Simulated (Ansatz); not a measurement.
HfO2, space group Fm-3m (No. 225), a = 5.058 Å, b = 5.058 Å, c = 5.058 Å, α = 90.00°, β = 90.00°, γ = 90.00°

```tsv
site	Wyckoff	x	y	z
Hf	4a	0.0000	0.0000	0.0000
O	8c	0.2500	0.7500	0.7500
```

Source: a calculation's input that goes back to an entry of the Crystallography Open Database (an earlier step may have relaxed or displaced it).

Q: Describe the coordination of Hf.

A: HfO8: an essentially ideal cube (coordination number 8, S = 0.00; next best hexagonal bipyramid, S = 8.4). Bonds: 8 × Hf–O 2.19 Å. The next neighbour, not counted, lies at 3.58 Å.

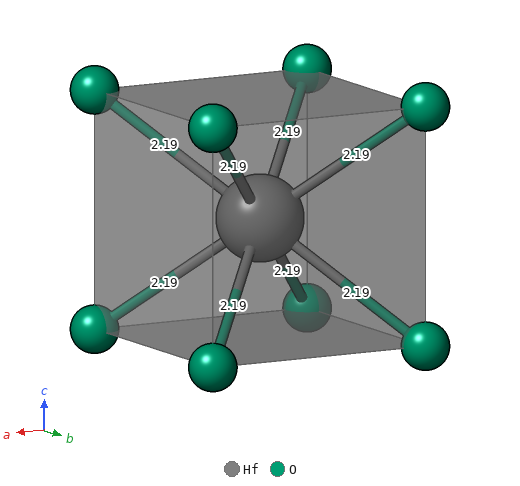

The polyhedron about Hf. The shape measure S (0 to 100) is the computed least-squares distance from an ideal polyhedron; S = 0 means ideal.
